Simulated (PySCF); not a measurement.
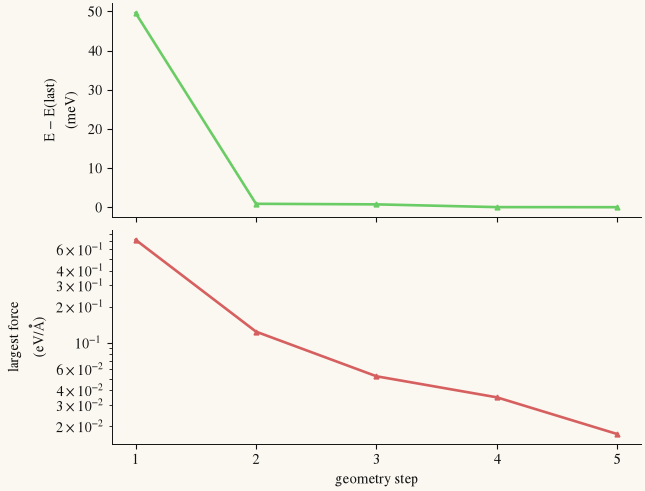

History of a geometry optimisation.

System: C$_{5}$H$_{5}$Cl (SMILES C=CC#CCCl).
Method: PySCF 2.14.0, density fitting, PBE0-D3(BJ)/def2-SVP, geometry optimisation.

Q: How did the optimisation end?

A: The optimisation met its thresholds at geometry 5, counting the start as the first. The energy fell by about 50 meV from the first step to the last. The largest force goes from about 0.72 eV/Å at the start to 0.017 eV/Å at the end.
